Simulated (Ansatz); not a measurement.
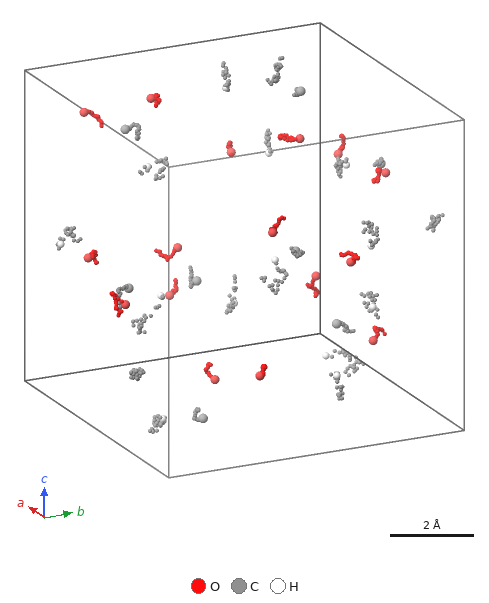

Molecular dynamics of a periodic cell with 8 HCOOH at 1.213 g/cm³, 200 fs long. It starts from the last geometry of an earlier run, with fresh velocities. Dots mark each atom's position at evenly spaced times, in the colour of its element; spheres stand at the starting positions. Seen from a free direction in the simulation cell.

Computed with DFT PBE-D3(BJ), scalar-relativistic, plane waves, PAW in Ansatz. Set-up: plane-wave cutoff 420 eV; k-point mesh 1 × 1 × 1; Fermi-Dirac smearing 0.05 eV; Langevin thermostat (NVT); set temperature 250 K; time step 0.5 fs; friction 0.02 per fs.

How do the atoms move?

Root-mean-square distances from the starting positions over the second half, with the common drift of all atoms taken out: H 0.53 Å, O 0.41 Å, C 0.32 Å. The heavy atoms stay within a fraction of a molecule's size of their starting places; so short a run doesn't tell a liquid from a solid.

Limits of the set-up: the periodic images lie only 8.0 Å apart, so the values are limited by the cell's size.

Cost: 17 min on 1 thread of AMD EPYC 7R43 64-Core Processor (Zen 3), with other jobs on the host, peak memory 0.55 GiB.
